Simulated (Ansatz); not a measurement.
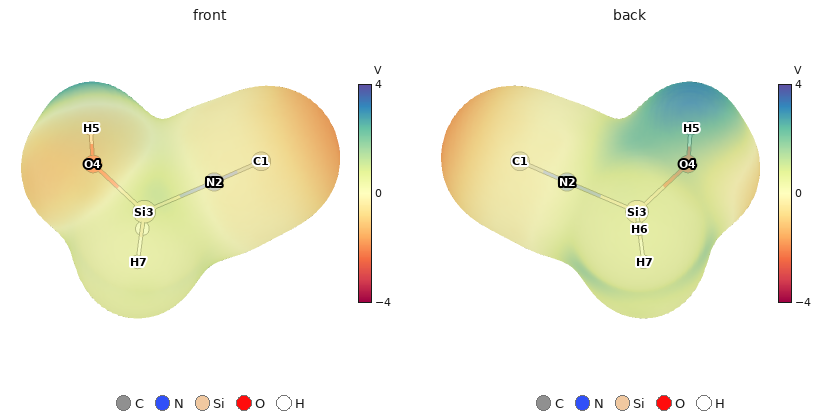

Figure 1: CH$_{3}$NOSi. The molecular electrostatic potential painted on the density surface at 0.002 e/bohr³, seen from the front and from behind; the colour scale runs from red (negative) to blue (positive).

All numbers below come from RKS B3LYP/6-31G* (Ansatz).

Input file:

```
crystal:
  periodic: [false, false, false]
  atoms:
    - { symbol: C, position_ang: [-0.12488, -0.55388, -1.01068] }
    - { symbol: "N", position_ang: [0.16256, -1.2124, 0.05077] }
    - { symbol: Si, position_ang: [0.12618, 0.35278, 0.88305] }
    - { symbol: O, position_ang: [-0.24581, 0.75038, -0.78933] }
    - { symbol: H, position_ang: [-0.46638, 1.18376, -1.65167] }
    - { symbol: H, position_ang: [-1.04766, 0.65212, 1.66993] }
    - { symbol: H, position_ang: [1.3962, 0.96324, 1.19954] }
basis:
  gaussian: { orbitals: "6-31G*" }
hamiltonian:
  xc: b3lyp
relax:
  f_tol: 0.02
  max_steps: 50
output:
  orbitals: {}
```

Launched as:

```sh
ansatz run input.yaml --threads 1 --pin off --max-ram 2048MiB --backend cpu --events-out ev --progress --plain --runs-dir out
```

The fields are those of the relaxed geometry.

> Which sites attract a positive test charge, and which a negative one?

A positive charge is drawn to the negative regions and a negative charge to the positive ones. The most negative region (about −1.7 V, or −39 kcal/mol for a unit charge) lies over C1, the most positive (about +3.1 V, or +71 kcal/mol for a unit charge) over H5.
